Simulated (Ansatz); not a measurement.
## Saddle-point search of CH6Ge (part 2 of 2)

The same run, continued: CH6Ge; RKS PBE0-D4/def2-SVP (Ansatz 0.2.0). The run did not end well. The settings of this run were made unusual or wrong on purpose.

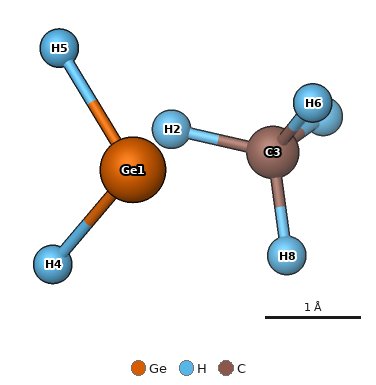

Figure 1. The geometry at step 17 of the log (ball-and-stick view, seen at a tilt; atoms are numbered from 1 in the order of the input).

Trajectory as extended XYZ, continued:
```
8
Properties=species:S:1:pos:R:3:forces:R:3 step=4 energy=-57634.69585
Ge   -1.3045    0.6437    0.5717   -1.0635   0.1145   0.5197
H    -0.1500   -0.4513   -0.3263    1.0135   0.2281  -0.0649
C     0.8707    0.0575   -0.1487    0.7666  -0.3507  -0.2282
H    -1.3637   -0.8777    1.1329   -0.2089   0.3424  -0.0644
H    -1.7614    0.1735   -0.8822   -0.3194  -0.0426   0.0274
H     1.0582    0.7455    0.6980   -0.1653  -0.2739  -0.2834
H     1.1685    0.5492   -1.0902   -0.0622  -0.1178   0.2077
H     1.4822   -0.8404    0.0450    0.0392   0.1000  -0.1139
8
Properties=species:S:1:pos:R:3:forces:R:3 step=6 energy=-57634.81748
Ge   -1.3114    0.6036    0.6567   -0.9585   0.1439   0.4852
H    -0.1149   -0.3951   -0.4400    0.5904   0.0466  -0.0888
C     0.8960    0.0378   -0.1750    0.5837  -0.1526  -0.2040
H    -1.3669   -0.9419    1.1054   -0.1225   0.2063  -0.0337
H    -1.8322    0.2483   -0.8089   -0.1972  -0.0412   0.0170
H     0.9666    0.8116    0.6074    0.0072  -0.1406  -0.1488
H     1.2848    0.4637   -1.1100    0.0319  -0.0458   0.0518
H     1.4780   -0.8280    0.1643    0.0650  -0.0166  -0.0788
8
Properties=species:S:1:pos:R:3:forces:R:3 step=7 energy=-57634.86239
Ge   -1.3192    0.5848    0.6960   -0.8665   0.1320   0.4330
H    -0.0976   -0.3727   -0.4872    0.4957   0.0115  -0.0648
C     0.9089    0.0345   -0.1862    0.3981  -0.3309  -0.2314
H    -1.3686   -0.9712    1.0913   -0.0976   0.1542  -0.0270
H    -1.8604    0.2808   -0.7744   -0.1600  -0.0358   0.0173
H     0.9313    0.8385    0.5594    0.0898   0.0405   0.0089
H     1.3379    0.4258   -1.1154    0.1028  -0.0077  -0.0292
H     1.4676   -0.8206    0.2165    0.0378   0.0362  -0.1067
8
Properties=species:S:1:pos:R:3:forces:R:3 step=8 energy=-57634.89667
Ge   -1.3281    0.5663    0.7343   -0.7913   0.1263   0.3948
H    -0.0831   -0.3574   -0.5284    0.3718  -0.0503  -0.0874
C     0.9149    0.0286   -0.1980    0.4319  -0.0366  -0.1957
H    -1.3693   -1.0001    1.0761   -0.0837   0.1192  -0.0245
H    -1.8840    0.3127   -0.7410   -0.1346  -0.0310   0.0223
H     0.9020    0.8695    0.5150    0.1214  -0.0715  -0.0845
H     1.3943    0.3886   -1.1190    0.0369  -0.0422   0.0479
H     1.4532   -0.8082    0.2610    0.0476  -0.0139  -0.0728
8
Properties=species:S:1:pos:R:3:forces:R:3 step=9 energy=-57634.92487
Ge   -1.3371    0.5483    0.7713   -0.7013   0.1063   0.3418
H    -0.0671   -0.3479   -0.5673    0.3298  -0.0474  -0.0553
C     0.9221    0.0288   -0.2085    0.3268  -0.1722  -0.1806
H    -1.3688   -1.0274    1.0591   -0.0793   0.0928  -0.0224
H    -1.9044    0.3447   -0.7079   -0.1214  -0.0279   0.0247
H     0.8762    0.8956    0.4677    0.1526   0.0224  -0.0128
H     1.4435    0.3522   -1.1183    0.0631  -0.0121   0.0011
H     1.4355   -0.7943    0.3039    0.0296   0.0381  -0.0965
8
Properties=species:S:1:pos:R:3:forces:R:3 step=10 energy=-57634.94619
Ge   -1.3454    0.5301    0.8070   -0.6022   0.0736   0.2841
H    -0.0510   -0.3431   -0.6030    0.2341  -0.0740  -0.0435
C     0.9264    0.0260   -0.2186    0.3173   0.0433  -0.1709
H    -1.3682   -1.0542    1.0402   -0.0807   0.0866  -0.0224
H    -1.9230    0.3773   -0.6748   -0.1058  -0.0270   0.0339
H     0.8540    0.9231    0.4216    0.1611  -0.0615  -0.0692
H     1.4910    0.3169   -1.1162    0.0204  -0.0295   0.0576
H     1.4161   -0.7761    0.3438    0.0558  -0.0114  -0.0697
8
Properties=species:S:1:pos:R:3:forces:R:3 step=11 energy=-57634.96113
Ge   -1.3520    0.5116    0.8416   -0.5145   0.0410   0.2254
H    -0.0354   -0.3431   -0.6360    0.2205  -0.0521  -0.0100
C     0.9305    0.0282   -0.2285    0.2403  -0.0957  -0.1236
H    -1.3678   -1.0796    1.0198   -0.0856   0.0848  -0.0211
H    -1.9386    0.4098   -0.6414   -0.0990  -0.0268   0.0430
H     0.8333    0.9476    0.3728    0.1653   0.0030  -0.0233
H     1.5347    0.2824   -1.1095    0.0369  -0.0022   0.0127
H     1.3953   -0.7568    0.3811    0.0362   0.0481  -0.1030
8
Properties=species:S:1:pos:R:3:forces:R:3 step=13 energy=-57634.97761
Ge   -1.3596    0.4719    0.9065   -0.3867   0.0052   0.1562
H    -0.0030   -0.3509   -0.6955    0.1498  -0.0514   0.0149
C     0.9353    0.0308   -0.2465    0.2000  -0.0630  -0.0765
H    -1.3705   -1.1277    0.9747   -0.0996   0.0825  -0.0166
H    -1.9651    0.4746   -0.5723   -0.0889  -0.0325   0.0479
H     0.7982    0.9948    0.2739    0.1602  -0.0082  -0.0259
H     1.6140    0.2161   -1.0904    0.0199   0.0117   0.0132
H     1.3507   -0.7095    0.4496    0.0453   0.0558  -0.1133
8
Properties=species:S:1:pos:R:3:forces:R:3 step=14 energy=-57634.98193
Ge   -1.3611    0.4504    0.9372   -0.3367  -0.0042   0.1359
H     0.0142   -0.3571   -0.7227    0.1036  -0.0678   0.0176
C     0.9373    0.0311   -0.2541    0.1953   0.1078  -0.1463
H    -1.3749   -1.1505    0.9509   -0.1062   0.0803  -0.0141
H    -1.9767    0.5062   -0.5363   -0.0841  -0.0370   0.0457
H     0.7835    1.0172    0.2228    0.1614  -0.0653  -0.0464
H     1.6508    0.1841   -1.0779   -0.0169   0.0058   0.0536
H     1.3270   -0.6814    0.4802    0.0837  -0.0195  -0.0460
8
Properties=species:S:1:pos:R:3:forces:R:3 step=15 energy=-57634.98493
Ge   -1.3612    0.4281    0.9673   -0.2969  -0.0167   0.1115
H     0.0310   -0.3655   -0.7485    0.1008  -0.0451   0.0277
C     0.9391    0.0361   -0.2637    0.1777  -0.0468  -0.0410
H    -1.3812   -1.1724    0.9266   -0.1114   0.0803  -0.0105
H    -1.9864    0.5368   -0.4995   -0.0816  -0.0401   0.0481
H     0.7705    1.0375    0.1698    0.1487  -0.0130  -0.0247
H     1.6854    0.1532   -1.0620    0.0101   0.0223   0.0090
H     1.3028   -0.6539    0.5100    0.0526   0.0591  -0.1201
8
Properties=species:S:1:pos:R:3:forces:R:3 step=16 energy=-57634.98696
Ge   -1.3605    0.4044    0.9962   -0.2612  -0.0232   0.0966
H     0.0486   -0.3732   -0.7730    0.0770  -0.0538   0.0338
C     0.9412    0.0380   -0.2709    0.1637   0.1084  -0.1449
H    -1.3903   -1.1936    0.9022   -0.1148   0.0782  -0.0075
H    -1.9955    0.5662   -0.4616   -0.0763  -0.0442   0.0461
H     0.7599    1.0577    0.1162    0.1517  -0.0657  -0.0356
H     1.7191    0.1228   -1.0451   -0.0270   0.0173   0.0456
H     1.2775   -0.6222    0.5360    0.0869  -0.0169  -0.0342
8
Properties=species:S:1:pos:R:3:forces:R:3 step=17 energy=-57634.98868
Ge   -1.3586    0.3798    1.0243   -0.2339  -0.0318   0.0792
H     0.0660   -0.3821   -0.7961    0.0644  -0.0353   0.0315
C     0.9429    0.0443   -0.2809    0.1631  -0.0368  -0.0168
H    -1.4012   -1.2141    0.8779   -0.1159   0.0776  -0.0035
H    -2.0027    0.5940   -0.4231   -0.0711  -0.0474   0.0481
H     0.7520    1.0758    0.0613    0.1342  -0.0128  -0.0214
H     1.7504    0.0935   -1.0253    0.0037   0.0263   0.0055
H     1.2513   -0.5911    0.5620    0.0555   0.0602  -0.1226
8
Properties=species:S:1:pos:R:3:forces:R:3 step=18 energy=-57634.99018
Ge   -1.3564    0.3539    1.0514   -0.2098  -0.0355   0.0683
H     0.0832   -0.3893   -0.8183    0.0576  -0.0383   0.0409
C     0.9451    0.0478   -0.2883    0.1412   0.1013  -0.1420
H    -1.4145   -1.2339    0.8540   -0.1147   0.0749  -0.0002
H    -2.0087    0.6199   -0.3839   -0.0638  -0.0508   0.0468
H     0.7463    1.0936    0.0060    0.1391  -0.0638  -0.0251
H     1.7811    0.0644   -1.0043   -0.0315   0.0223   0.0365
H     1.2240   -0.5563    0.5834    0.0818  -0.0101  -0.0251
8
Properties=species:S:1:pos:R:3:forces:R:3 step=20 energy=-57634.99377
Ge   -1.3507    0.2997    1.1036   -0.1784  -0.0409   0.0515
H     0.1166   -0.4029   -0.8599    0.0432  -0.0235   0.0390
C     0.9488    0.0600   -0.3071    0.1241   0.0897  -0.1375
H    -1.4450   -1.2711    0.8086   -0.1048   0.0698   0.0070
H    -2.0143    0.6656   -0.3053   -0.0457  -0.0561   0.0470
H     0.7432    1.1247   -0.1051    0.1240  -0.0606  -0.0160
H     1.8363    0.0089   -0.9563   -0.0319   0.0222   0.0294
H     1.1652   -0.4849    0.6216    0.0695  -0.0005  -0.0205
8
Properties=species:S:1:pos:R:3:forces:R:3 step=21 energy=-57634.99622
Ge   -1.3478    0.2717    1.1288   -0.1684  -0.0420   0.0488
H     0.1328   -0.4091   -0.8795    0.0199  -0.0130   0.0170
C     0.9500    0.0681   -0.3189    0.1396  -0.0353   0.0016
H    -1.4613   -1.2883    0.7873   -0.0966   0.0666   0.0102
H    -2.0134    0.6853   -0.2664   -0.0348  -0.0581   0.0468
H     0.7460    1.1377   -0.1597    0.0987   0.0013  -0.0138
H     1.8605   -0.0172   -0.9298   -0.0046   0.0203   0.0077
H     1.1333   -0.4482    0.6382    0.0461   0.0602  -0.1181
8
Properties=species:S:1:pos:R:3:forces:R:3 step=22 energy=-57634.99925
Ge   -1.3455    0.2434    1.1538   -0.1609  -0.0410   0.0461
H     0.1476   -0.4127   -0.8997    0.0333  -0.0113   0.0292
C     0.9517    0.0735   -0.3278    0.1103   0.0769  -0.1309
H    -1.4780   -1.3045    0.7678   -0.0868   0.0625   0.0129
H    -2.0097    0.7024   -0.2282   -0.0233  -0.0588   0.0471
H     0.7499    1.1504   -0.2138    0.1076  -0.0573  -0.0108
H     1.8838   -0.0428   -0.9017   -0.0310   0.0188   0.0279
H     1.1003   -0.4097    0.6496    0.0509   0.0102  -0.0214
8
Properties=species:S:1:pos:R:3:forces:R:3 step=23 energy=-57635.00333
Ge   -1.3436    0.2150    1.1784   -0.1531  -0.0400   0.0486
H     0.1626   -0.4172   -0.9190    0.0112  -0.0030   0.0020
C     0.9523    0.0819   -0.3406    0.1239  -0.0428   0.0006
H    -1.4939   -1.3195    0.7495   -0.0760   0.0572   0.0143
H    -2.0032    0.7177   -0.1907   -0.0113  -0.0587   0.0464
H     0.7572    1.1606   -0.2662    0.0796   0.0140  -0.0148
H     1.9037   -0.0665   -0.8720   -0.0073   0.0141   0.0148
H     1.0649   -0.3719    0.6606    0.0330   0.0594  -0.1118
8
Properties=species:S:1:pos:R:3:forces:R:3 step=24 energy=-57635.00839
Ge   -1.3422    0.1868    1.2031   -0.1467  -0.0387   0.0456
H     0.1760   -0.4192   -0.9396    0.0265  -0.0034   0.0139
C     0.9532    0.0873   -0.3505    0.0980   0.0661  -0.1194
H    -1.5092   -1.3336    0.7331   -0.0650   0.0523   0.0160
H    -1.9935    0.7305   -0.1546    0.0001  -0.0574   0.0490
H     0.7647    1.1708   -0.3175    0.0912  -0.0542  -0.0106
H     1.9225   -0.0895   -0.8409   -0.0316   0.0139   0.0329
H     1.0286   -0.3332    0.6668    0.0275   0.0214  -0.0274
8
Properties=species:S:1:pos:R:3:forces:R:3 step=25 energy=-57635.01501
Ge   -1.3424    0.1609    1.2258   -0.1342  -0.0353   0.0486
H     0.1892   -0.4219   -0.9576    0.0108   0.0077  -0.0125
C     0.9539    0.0951   -0.3631    0.0988  -0.0455  -0.0092
H    -1.5246   -1.3454    0.7199   -0.0528   0.0419   0.0152
H    -1.9835    0.7399   -0.1218    0.0084  -0.0517   0.0462
H     0.7766    1.1778   -0.3625    0.0575   0.0262  -0.0205
H     1.9370   -0.1082   -0.8116   -0.0060   0.0031   0.0218
H     0.9939   -0.2981    0.6710    0.0175   0.0536  -0.0896
8
Properties=species:S:1:pos:R:3:forces:R:3 step=27 energy=-57635.02626
Ge   -1.3602    0.1428    1.2446   -0.1007  -0.0219   0.0480
H     0.2036   -0.4117   -0.9712    0.0017   0.0149  -0.0169
C     0.9680    0.1021   -0.3740    0.0787   0.0110  -0.0447
H    -1.5685   -1.3543    0.7284   -0.0213   0.0026   0.0113
H    -1.9932    0.7271   -0.1014    0.0035  -0.0144   0.0228
H     0.8078    1.1876   -0.3879    0.0271   0.0092  -0.0237
H     1.9550   -0.1197   -0.8033    0.0050  -0.0203   0.0087
H     0.9876   -0.2739    0.6648    0.0059   0.0188  -0.0056
8
Properties=species:S:1:pos:R:3:forces:R:3 step=28 energy=-57635.03443
Ge   -1.4449    0.1115    1.2675   -0.0122   0.0052   0.0453
H     0.2265   -0.3376   -0.9890    0.1213  -0.0642   0.0829
C     1.0328    0.1206   -0.3925   -0.0896   0.1046  -0.1236
H    -1.6854   -1.3975    0.7967    0.0067   0.0411  -0.0468
H    -2.0689    0.6919   -0.0853    0.0136  -0.0583   0.0103
H     0.9046    1.2150   -0.4200    0.1611  -0.1342   0.0559
H     2.0067   -0.1604   -0.8291   -0.1666   0.0540   0.0441
H     1.0285   -0.2436    0.6517   -0.0343   0.0518  -0.0681
8
Properties=species:S:1:pos:R:3:forces:R:3 step=29 energy=-57635.03786
Ge   -1.4508    0.1224    1.2644   -0.0243  -0.0057   0.0050
H     0.2268   -0.3479   -0.9773    0.0174   0.0567   0.0225
C     1.0320    0.1224   -0.3926    0.0108   0.0464  -0.0193
H    -1.6923   -1.3887    0.8021    0.0210   0.0175  -0.0189
H    -2.0802    0.6736   -0.0973    0.0093  -0.0194   0.0157
H     0.9270    1.2171   -0.3948   -0.0060  -0.0760  -0.0291
H     1.9955   -0.1475   -0.8506   -0.0477  -0.0255   0.0458
H     1.0420   -0.2513    0.6462    0.0194   0.0058  -0.0217
8
Properties=species:S:1:pos:R:3:forces:R:3 step=30 energy=-57635.03848
Ge   -1.4518    0.1237    1.2644   -0.0226  -0.0095  -0.0008
H     0.2233   -0.3378   -0.9746   -0.0038  -0.0131   0.0102
C     1.0329    0.1235   -0.3914   -0.0024   0.0044  -0.0004
H    -1.6903   -1.3863    0.7996    0.0230   0.0031  -0.0092
H    -2.0832    0.6680   -0.0986    0.0089  -0.0032   0.0109
H     0.9258    1.2157   -0.3971    0.0391   0.0038   0.0017
H     1.9934   -0.1538   -0.8480   -0.0138  -0.0071  -0.0137
H     1.0500   -0.2529    0.6457   -0.0284   0.0216   0.0013
```

The run was set up as follows.

Input file:
```yaml
crystal:
  periodic: [false, false, false]
  atoms:
    - {symbol: Ge, position_ang: [-1.305300, 0.679300, 0.397200]}
    - {symbol: H, position_ang: [-0.238600, -0.519000, -0.051000]}
    - {symbol: C, position_ang: [1.006800, 0.081300, -0.112400]}
    - {symbol: H, position_ang: [-1.596900, -0.741000, 1.166800]}
    - {symbol: H, position_ang: [-1.858200, -0.022000, -0.967900]}
    - {symbol: H, position_ang: [1.291800, 0.599900, 0.789600]}
    - {symbol: H, position_ang: [1.069700, 0.718200, -0.981300]}
    - {symbol: H, position_ang: [1.630700, -0.796700, -0.241000]}
basis:
  gaussian: {orbitals: def2-SVP}
hamiltonian: {xc: pbe0, dispersion: d4}
saddle:
  max_steps: 30
```

Launch command:
```bash
ansatz run in.yaml --threads 2 --pin off --events-out ev --progress --plain --max-ram 4352MiB
```

Outcome:

| quantity | value |
| --- | --- |
| outcome | not converged |
| hardware | 2 threads of Arm Neoverse V1, 23 GiB of memory available, shared host |
| wall time | 2.4 min (CPU time 4.5 min) |
| peak memory | 0.37 GiB |

What went wrong:

The input was spoiled on purpose: no mode guess. The run did not converge: “the saddle search did not converge after 30 steps: max|allowed force component| = 3.91e-2 eV/Å (threshold 5.0e-2). At the last step the curvature along the mode is -0.133 eV/Å², negative, and the mode's own stationary point lies further off than convergence allows, so the search moves towards it …” Its last values are not results.
